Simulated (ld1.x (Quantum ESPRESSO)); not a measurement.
# Pseudopotential generation for silicon: PAW, PBE

Aim: build the potential from the settings below, then test how well it stands in for the atom: other configurations, scattering, ghost states and the plane-wave cutoff that it needs.

The numbers are computed with ld1.x (Quantum ESPRESSO) 7.5 (PBE, scalar-relativistic, spin-unpolarised reference atom).

## (1) Settings

Typed settings, in words:

```json
{"element": "silicon (Si, Z = 14)", "type": "PAW", "frozen core": "[He]", "valence charge": "12", "reference configuration": "2s2 2p6 3s2 3p1 (charge +1)", "partial waves": "2s (bound): rcut 0.80, rcutus 0.85 bohr; 3s (bound): rcut 0.80, rcutus 0.85 bohr; 2p (bound): rcut 0.75, rcutus 0.85 bohr; 3p (bound): rcut 0.75, rcutus 0.85 bohr; 3d channel at -0.15 Ry: rc 0.75 bohr", "local potential": "the d channel", "core correction": "Bessel-smoothed model core inside 0.75 bohr", "augmentation charge": "BESSEL, radius 0.65 bohr"}
```

An earlier all-electron run gives the scale for the radii.

All-electron outer shells of the reference configuration (PBE, scalar-relativistic, ld1.x):

```json
{"shell": "1s", "level (eV)": "-1795.62", "outermost node (bohr)": "–", "outermost maximum (bohr)": "0.07"}
{"shell": "2s", "level (eV)": "-149.00", "outermost node (bohr)": "0.15", "outermost maximum (bohr)": "0.45"}
{"shell": "2p", "level (eV)": "-105.08", "outermost node (bohr)": "–", "outermost maximum (bohr)": "0.39"}
{"shell": "3s", "level (eV)": "-19.03", "outermost node (bohr)": "0.72", "outermost maximum (bohr)": "1.75"}
{"shell": "3p", "level (eV)": "-11.66", "outermost node (bohr)": "0.71", "outermost maximum (bohr)": "2.04"}
{"shell": "3d", "level (eV)": "-3.62", "outermost node (bohr)": "–", "outermost maximum (bohr)": "3.31"}
```

## (2) Generation

Input file Si.in:

```
 &input
   title='Si', zed=14., rel=1, dft='PBE', iswitch=3,
   config='[Ne] 3s2 3p1 3d-2',
   nld=3, rlderiv=0.95, eminld=-13.0, emaxld=5.0, deld=0.04
 /
 &inputp
   pseudotype=3, lpaw=.true., tm=.true., lloc=2,
   nlcc=.true., new_core_ps=.true., rcore=0.75,
   which_augfun='BESSEL', rmatch_augfun=0.65,
   file_pseudopw='Si.UPF', file_wfcaegen='ae.wfc', file_wfcncgen='nc.wfc', file_beta='beta', file_chi='chi', file_wfcusgen='us.wfc'
 /
5
2S  1  0   2.00   0.00  0.80  0.85  0.0
3S  2  0   2.00   0.00  0.80  0.85  0.0
2P  2  1   6.00   0.00  0.75  0.85  0.0
3P  3  1   1.00   0.00  0.75  0.85  0.0
3D  3  2  -2.00  -0.15  0.75  0.75  0.0
 &test
   configts(1)='2s2 2p6 3s2 3p1'
 /
```

Run with:

```bash
$ ld1.x < Si.in > Si.out
```

Output in Si.out (without the banner and most projector matrices):

```text
     Program LD1 v.7.5
     --------------------------- All-electron run ----------------------------

     Si
     scalar relativistic calculation

     atomic number is 14.00
     dft =PBE   lsd =0 sic =0 latt =0  beta=0.20 tr2=1.0E-14
     Exchange-correlation= PBE
                           (   1   4   3   4   0   0   0)
     mesh =1141 r(mesh) = 100.57892 a.u. xmin = -7.00 dx = 0.01250
     1 Ry =  13.60569312 eV, c = 137.03599908

     n l     nl                  e(Ry)          e(Ha)          e(eV)
     1 0     1S 1( 2.00)      -131.9758       -65.9879     -1795.6218
     2 0     2S 1( 2.00)       -10.9514        -5.4757      -149.0015
     2 1     2P 1( 6.00)        -7.7229        -3.8615      -105.0759
     3 0     3S 1( 2.00)        -1.3990        -0.6995       -19.0343
     3 1     3P 1( 1.00)        -0.8567        -0.4283       -11.6559

     final scf error:  3.2E-15 reached in  28 iterations

     Etot =    -579.105988 Ry,    -289.552994 Ha,   -7879.138356 eV

     Ekin =     580.576913 Ry,     290.288457 Ha,    7899.151317 eV
     Encl =   -1373.972138 Ry,    -686.986069 Ha,  -18693.843272 eV
     Eh   =     255.124181 Ry,     127.562090 Ha,    3471.141310 eV
     Exc  =     -40.834944 Ry,     -20.417472 Ha,    -555.587712 eV

     normalization and overlap integrals

     s(1S/1S) =  1.000000  <r> =   0.1113  <r2> =    0.0167  r(max) =   0.0723
     s(2S/2S) =  1.000000  <r> =   0.5677  <r2> =    0.3853  r(max) =   0.4543
     s(2P/2P) =  1.000000  <r> =   0.5372  <r2> =    0.3642  r(max) =   0.3861
     s(3S/3S) =  1.000000  <r> =   2.0573  <r2> =    4.8819  r(max) =   1.7523
     s(3P/3P) =  1.000000  <r> =   2.4582  <r2> =    7.0824  r(max) =   2.0359

     ------------------------ End of All-electron run ------------------------

     --------------------- Generating PAW atomic setup --------------------

      Generating local pot.: lloc=2, matching radius rcloc =   0.7500

      Computing core charge for nlcc:

       r > 0.76 : true rho core
      Core charge pseudized with two Bessel functions
      Integrated core pseudo-charge :   0.00
      Wfc-us  2S rcutus= 0.849  Estimated cut-off energy=    71.24 Ry
      Wfc-us  3S rcutus= 0.849  Estimated cut-off energy=   141.53 Ry
      Wfc-us  2P rcutus= 0.849  Estimated cut-off energy=   113.03 Ry
      Wfc-us  3P rcutus= 0.849  Estimated cut-off energy=   209.87 Ry

     Required augmentation: BESSEL   radius:    0.650000
     Suggested rho cutoff for augmentation: 127.88 Ry

     Estimated PAW energy = -220.398196 Ryd

     The PAW screened D coefficients
     9.63641     3.95684     0.00000     0.00000
     3.95684     1.36277     0.00000     0.00000
     0.00000     0.00000    -4.69774    -0.53899
     0.00000     0.00000    -0.53899    -0.33576

     The PAW descreened D coefficients (US)
     5.13713     0.98047     0.00000     0.00000
     0.98047    -0.07104     0.00000     0.00000
     0.00000     0.00000     7.86166     0.52355
     0.00000     0.00000     0.52355    -0.64700

     ------------------- End of pseudopotential generation -------------------

     [... the all-electron block is printed once more ...]


     Computing logarithmic derivative in   0.95572
     Computing logarithmic derivative in   0.95572
     Computing the partial wave expansion
     R is outside the sphere for l=    0 j= 0.00
     R is outside the sphere for l=    0 j= 0.00
     R is outside the sphere for l=    1 j= 0.00
     R is outside the sphere for l=    1 j= 0.00
       no projector for channel:   2

     ---------------------- Testing the pseudopotential ----------------------

     Si
     scalar relativistic calculation

     atomic number is 14.00   valence charge is 12.00
     dft = SLA  PW   PBX  PBC   lsd =0 sic =0 latt =0  beta=0.20 tr2=1.0E-14
     mesh =1141 r(mesh) = 100.57892 xmin = -7.00 dx = 0.01250

     n l     nl             e AE (Ry)        e PS (Ry)    De AE-PS (Ry)
     1 0     2S   1( 2.00)      -10.95141      -10.95120       -0.00021
     2 1     2P   1( 6.00)       -7.72294       -7.72273       -0.00021
     2 0     3S   1( 2.00)       -1.39899       -1.39895       -0.00004
     3 1     3P   1( 1.00)       -0.85670       -0.85666       -0.00004

     eps = 1.2E-15  iter =  6

     Etot =    -579.105988 Ry,    -289.552994 Ha,   -7879.138356 eV
     Etotps =  -220.398191 Ry,    -110.199096 Ha,   -2998.670154 eV

     Ekin =     209.343268 Ry,     104.671634 Ha,    2848.260264 eV
     Encl =    -526.810280 Ry,    -263.405140 Ha,   -7167.619010 eV
     Ehrt =     137.904140 Ry,      68.952070 Ha,    1876.281408 eV
     Ecxc =     -40.835319 Ry,     -20.417659 Ha,    -555.592816 eV
     (Ecc =      -0.000165 Ry,      -0.000083 Ha,      -0.002245 eV)

     ---------------------- End of pseudopotential test ----------------------
```

Run time: 1.5 s. Hardware: 1 thread of Neoverse-V1, shared host. This counts the later configuration tests of the new file too.

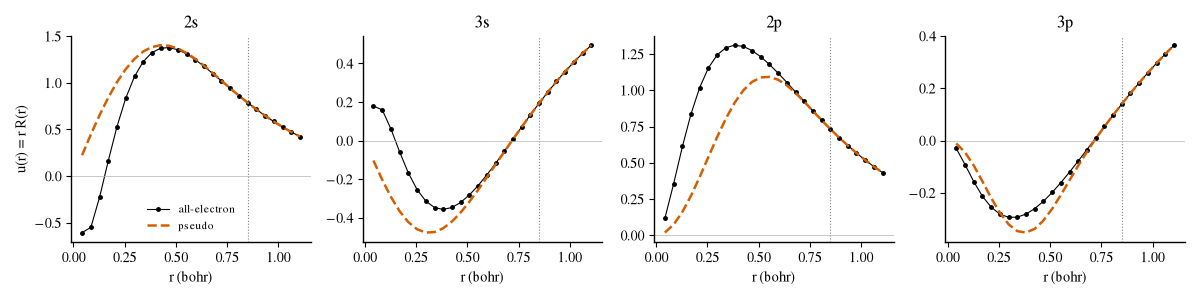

All-electron and pseudo partial waves (2s, 3s, 2p, 3p), with the matching radii dotted. The curves join 26 sampled radii.

## (3) Transferability test

Input file Si.test.in:

```
 &input
   title='Si', zed=14., rel=1, dft='PBE', iswitch=2,
   config='[Ne] 3s2 3p1 3d-2'
 /
 &test
   file_pseudo='Si.UPF', nconf=8,
   configts(1)='2s2 2p6 3s2 3p1',
   configts(2)='2s2 2p6 3s2 3p2',
   configts(3)='2s2 2p6 3s2 3p0',
   configts(4)='2s2 2p6 3s1 3p0',
   configts(5)='2s2 2p6 3s1 3p2',
   configts(6)='2s2 2p6 3s2 3p2.3',
   configts(7)='2s1 2p6 3s2 3p2',
   configts(8)='2s2 2p6 3s2 3p1.5'
 /
```

Run with:

```bash
$ ld1.x < Si.test.in > Si.test.out
```

Si.test.out, the pseudopotential blocks:

```text
     ---------------------- Testing the pseudopotential ----------------------

     Si
     scalar relativistic calculation

     atomic number is 14.00   valence charge is 12.00
     dft =SLA  PW   PBX  PBC   lsd =0 sic =0 latt =0  beta=0.20 tr2=1.0E-14
     mesh =1141 r(mesh) = 100.57892 xmin = -7.00 dx = 0.01250

     n l     nl             e AE (Ry)        e PS (Ry)    De AE-PS (Ry)
     1 0     2S   1( 2.00)      -10.95141      -10.95120       -0.00021
     2 1     2P   1( 6.00)       -7.72294       -7.72273       -0.00021
     2 0     3S   1( 2.00)       -1.39899       -1.39895       -0.00004
     3 1     3P   1( 1.00)       -0.85670       -0.85666       -0.00004

     eps = 1.2E-15  iter =  6

     Etot =    -579.105988 Ry,    -289.552994 Ha,   -7879.138356 eV
     Etotps =  -220.398191 Ry,    -110.199096 Ha,   -2998.670154 eV

     Ekin =     209.343268 Ry,     104.671634 Ha,    2848.260264 eV
     Encl =    -526.810280 Ry,    -263.405140 Ha,   -7167.619010 eV
     Ehrt =     137.904140 Ry,      68.952070 Ha,    1876.281408 eV
     Ecxc =     -40.835319 Ry,     -20.417659 Ha,    -555.592816 eV
     (Ecc =      -0.000165 Ry,      -0.000083 Ha,      -0.002245 eV)

     ---------------------- End of pseudopotential test ----------------------

     ---------------------- Testing the pseudopotential ----------------------

     Si
     [...]
     n l     nl             e AE (Ry)        e PS (Ry)    De AE-PS (Ry)
     1 0     2S   1( 2.00)      -10.25310      -10.25289       -0.00021
     2 1     2P   1( 6.00)       -7.02349       -7.02325       -0.00024
     2 0     3S   1( 2.00)       -0.79473       -0.79470       -0.00002
     3 1     3P   1( 2.00)       -0.29996       -0.29995       -0.00002

     eps = 7.1E-15  iter = 11

     Etot =    -579.674871 Ry,    -289.837436 Ha,   -7886.878407 eV
     Etotps =  -220.967076 Ry,    -110.483538 Ha,   -3006.410222 eV
     dEtot_ae =      -0.568883 Ry
     dEtot_ps =      -0.568885 Ry,   Delta E=       0.000001 Ry

     [...]
     ---------------------- End of pseudopotential test ----------------------

     ---------------------- Testing the pseudopotential ----------------------

     Si
     [...]
     n l     nl             e AE (Ry)        e PS (Ry)    De AE-PS (Ry)
     1 0     2S   1( 2.00)      -11.81885      -11.81876       -0.00009
     2 1     2P   1( 6.00)       -8.59271       -8.59268       -0.00003
     2 0     3S   1( 2.00)       -2.09735       -2.09730       -0.00005
     3 1     3P   1( 0.00)       -1.50702       -1.50697       -0.00004

     eps = 3.0E-15  iter = 10

     Etot =    -577.930541 Ry,    -288.965270 Ha,   -7863.145587 eV
     Etotps =  -219.222734 Ry,    -109.611367 Ha,   -2982.677249 eV
     dEtot_ae =       1.175447 Ry
     dEtot_ps =       1.175457 Ry,   Delta E=      -0.000010 Ry

     [...]
     ---------------------- End of pseudopotential test ----------------------

     ---------------------- Testing the pseudopotential ----------------------

     Si
     [...]
     n l     nl             e AE (Ry)        e PS (Ry)    De AE-PS (Ry)
     1 0     2S   1( 2.00)      -12.92701      -12.92712        0.00011
     2 1     2P   1( 6.00)       -9.70312       -9.70334        0.00021
     2 0     3S   1( 1.00)       -2.90231       -2.90229       -0.00003
     3 1     3P   1( 0.00)       -2.26278       -2.26278        0.00001

     eps = 4.1E-16  iter = 10

     Etot =    -575.433693 Ry,    -287.716847 Ha,   -7829.174246 eV
     Etotps =  -216.725843 Ry,    -108.362922 Ha,   -2948.705317 eV
     dEtot_ae =       3.672294 Ry
     dEtot_ps =       3.672348 Ry,   Delta E=      -0.000053 Ry

     [...]
     ---------------------- End of pseudopotential test ----------------------

     ---------------------- Testing the pseudopotential ----------------------

     Si
     [...]
     n l     nl             e AE (Ry)        e PS (Ry)    De AE-PS (Ry)
     1 0     2S   1( 2.00)      -11.06879      -11.06852       -0.00027
     2 1     2P   1( 6.00)       -7.83935       -7.83906       -0.00029
     2 0     3S   1( 1.00)       -1.45287       -1.45282       -0.00005
     3 1     3P   1( 2.00)       -0.90305       -0.90301       -0.00004

     eps = 5.2E-15  iter = 10

     Etot =    -578.559853 Ry,    -289.279926 Ha,   -7871.707807 eV
     Etotps =  -219.852054 Ry,    -109.926027 Ha,   -2991.239574 eV
     dEtot_ae =       0.546135 Ry
     dEtot_ps =       0.546138 Ry,   Delta E=      -0.000002 Ry

     [...]
     ---------------------- End of pseudopotential test ----------------------

     ---------------------- Testing the pseudopotential ----------------------

     Si
     [...]
     n l     nl             e AE (Ry)        e PS (Ry)    De AE-PS (Ry)
     1 0     2S   1( 2.00)      -10.08378      -10.08358       -0.00020
     2 1     2P   1( 6.00)       -6.85402       -6.85379       -0.00023
     2 0     3S   1( 2.00)       -0.63967       -0.63965       -0.00002
     3 1     3P   1( 2.30)       -0.15822       -0.15822       -0.00001

     eps = 5.4E-15  iter = 11

     Etot =    -579.743236 Ry,    -289.871618 Ha,   -7887.808558 eV
     Etotps =  -221.035439 Ry,    -110.517719 Ha,   -3007.340349 eV
     dEtot_ae =      -0.637248 Ry
     dEtot_ps =      -0.637248 Ry,   Delta E=      -0.000000 Ry

     [...]
     ---------------------- End of pseudopotential test ----------------------

     ---------------------- Testing the pseudopotential ----------------------

     Si
     [...]
     n l     nl             e AE (Ry)        e PS (Ry)    De AE-PS (Ry)
     1 0     2S   1( 1.00)      -12.28714      -12.28688       -0.00027
     2 1     2P   1( 6.00)       -9.11450       -9.11495        0.00045
     2 0     3S   1( 2.00)       -1.63713       -1.63681       -0.00033
     3 1     3P   1( 2.00)       -1.03063       -1.03076        0.00013

     eps = 4.1E-15  iter = 15

     Etot =    -568.426500 Ry,    -284.213250 Ha,   -7733.836523 eV
     Etotps =  -209.717881 Ry,    -104.858940 Ha,   -2853.357127 eV
     dEtot_ae =      10.679488 Ry
     dEtot_ps =      10.680310 Ry,   Delta E=      -0.000823 Ry

     [...]
     ---------------------- End of pseudopotential test ----------------------

     ---------------------- Testing the pseudopotential ----------------------

     Si
     [...]
     n l     nl             e AE (Ry)        e PS (Ry)    De AE-PS (Ry)
     1 0     2S   1( 2.00)      -10.57881      -10.57860       -0.00022
     2 1     2P   1( 6.00)       -7.34964       -7.34940       -0.00023
     2 0     3S   1( 2.00)       -1.08246       -1.08243       -0.00003
     3 1     3P   1( 1.50)       -0.56422       -0.56419       -0.00003

     eps = 1.1E-15  iter =  8

     Etot =    -579.460145 Ry,    -289.730073 Ha,   -7883.956911 eV
     Etotps =  -220.752350 Ry,    -110.376175 Ha,   -3003.488734 eV
     dEtot_ae =      -0.354157 Ry
     dEtot_ps =      -0.354159 Ry,   Delta E=       0.000002 Ry

     [...]
     ---------------------- End of pseudopotential test ----------------------
```

Energies count from the reference configuration 2s2 2p6 3s2 3p1; the error is all-electron less pseudo.

| valence configuration | charge | ΔE all-electron (eV) | error AE − PS (meV) |
| --- | --- | --- | --- |
| 2s2 2p6 3s2 3p2 | 0 | -7.740 | 0.0 |
| 2s2 2p6 3s2 3p0 | +2 | 15.993 | -0.1 |
| 2s2 2p6 3s1 3p0 | +3 | 49.964 | -0.7 |
| 2s2 2p6 3s1 3p2 | +1 | 7.431 | 0.0 |
| 2s2 2p6 3s2 3p2.3 | -0.3 | -8.670 | 0.0 |
| 2s1 2p6 3s2 3p2 | +1 | 145.302 | -11 |
| 2s2 2p6 3s2 3p1.5 | +0.5 | -4.819 | 0.0 |

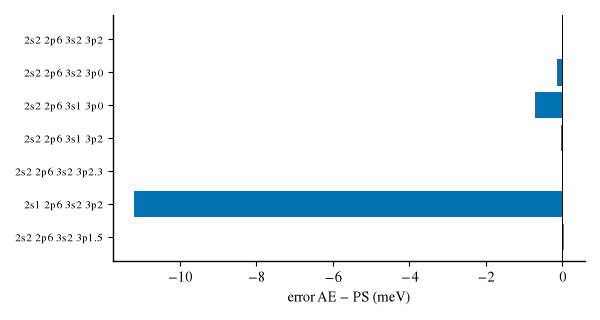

Error of the potential in each test configuration.

## (4) Logarithmic derivatives

Taken from the files of the generation run. The phase is arctan(r·u′/u) with u = r·R, unwrapped, with energies in Ry. A pole is an energy at which the radial function vanishes at the test radius. The pseudo phase is shifted by a multiple of π to meet the all-electron one at the reference energy. Levels narrower than the energy grid can be missing from the poles. The last column is the largest difference on the grid between −1 and +1 Ry.

| channel | radius (bohr) | reference (Ry) | poles AE | poles PS | window around the reference with phases within 0.05 rad (Ry) | largest difference near zero (rad) |
| --- | --- | --- | --- | --- | --- | --- |
| s | 0.96 | -1.40 | -8.45 | -8.45 | the whole range | 0.000 |
| p | 0.96 | -0.86 | -5.68 | -5.68 | the whole range | 0.000 |
| d | 0.96 | -0.15 | none | none | the whole range | 0.000 |

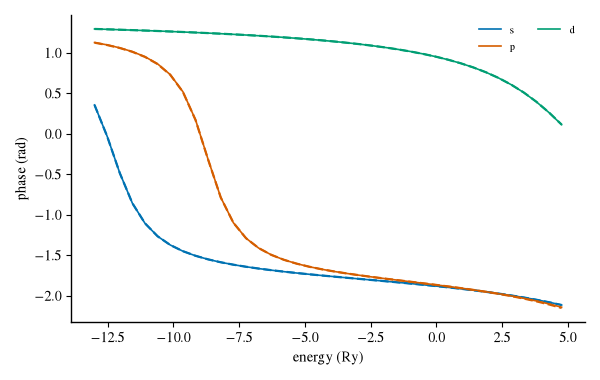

All-electron (solid) and pseudo (dashed) phases against energy.

## (5) Cutoff and ghost test in a Bessel basis

This step uses the generator's waves and projectors in a separate script. Basis: spherical Bessel functions vanishing at 20 bohr, q² up to the cutoff; potential fixed at the reference.

All-electron valence levels (Ry): 2s -10.9514, 3s -1.3990, 2p -7.7229, 3p -0.8567. The lowest levels of each channel (Ry) by cutoff; the last column sums, over occupied levels, occupation times the distance from the level at 400 Ry. A positive value at high cutoff is not a bound level.

| cutoff (Ry) | s #1 | s #2 | p #1 | p #2 | d #1 | f #1 | Σ f·Δε (mRy) |
| --- | --- | --- | --- | --- | --- | --- | --- |
| 8 | -7.6300 | -0.9515 | -2.2042 | -0.3717 | -0.2509 | -0.0537 | 41138.9 |
| 15 | -9.4096 | -1.1535 | -4.0516 | -0.5315 | -0.2580 | -0.0537 | 25931.6 |
| 25 | -10.4353 | -1.2821 | -5.8819 | -0.6559 | -0.2618 | -0.0537 | 12517.2 |
| 40 | -10.8566 | -1.3534 | -7.0846 | -0.7401 | -0.2642 | -0.0537 | 4231.2 |
| 55 | -10.9330 | -1.3771 | -7.5120 | -0.7804 | -0.2650 | -0.0537 | 1426.6 |
| 70 | -10.9488 | -1.3883 | -7.6525 | -0.8018 | -0.2654 | -0.0537 | 507.9 |
| 100 | -10.9514 | -1.3971 | -7.7185 | -0.8297 | -0.2657 | -0.0537 | 61.4 |
| 140 | -10.9518 | -1.3990 | -7.7221 | -0.8509 | -0.2659 | -0.0537 | 13.9 |
| 160 | -10.9519 | -1.3990 | -7.7226 | -0.8555 | -0.2659 | -0.0537 | 6.3 |
| 200 | -10.9519 | -1.3991 | -7.7232 | -0.8565 | -0.2659 | -0.0537 | 1.3 |
| 230 | -10.9519 | -1.3991 | -7.7233 | -0.8565 | -0.2659 | -0.0537 | 0.9 |
| 300 | -10.9520 | -1.3991 | -7.7233 | -0.8567 | -0.2659 | -0.0537 | 0.1 |
| 400 | -10.9520 | -1.3991 | -7.7234 | -0.8567 | -0.2659 | -0.0537 | 0.0 |

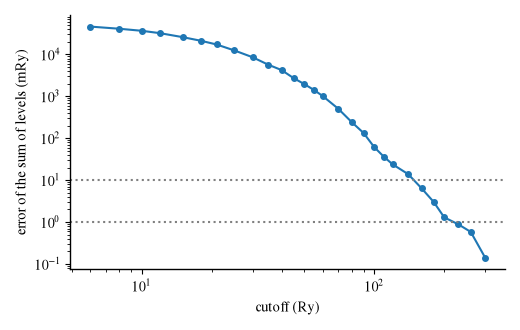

Occupation-weighted error of the valence levels against the cutoff; the dotted lines mark 10 and 1 mRy.

The sum stays within 10 mRy from 160 Ry and within 1 mRy from 230 Ry. The sum leaves out empty levels, which can need more. Ghost test: no level below the all-electron spectrum of its channel (s, p, d, f tested).

## (6) Results

| quantity | value |
| --- | --- |
| cutoffs for 10 and 1 mRy, occupied levels | 160 Ry and 230 Ry |
| bound ghosts | none found |
| largest test error (AE − PS) | -11 meV, for 2s1 2p6 3s2 3p2 |
| largest phase difference near zero energy, channels read | 0.000 rad |
| lowest eigenvalue of the overlap (Bessel basis) | 0.196 (s) |

In words: By total energies transferability is good: the largest error is 11 meV on 145.3 eV, for 2s1 2p6 3s2 3p2. It counts as very hard, with 160 Ry needed at the looser tolerance. No bound ghost shows below the valence levels. Near zero energy the phases of the channels with partial waves agree within 0.001 rad. These are tests on the free atom; a crystal test is still owed.
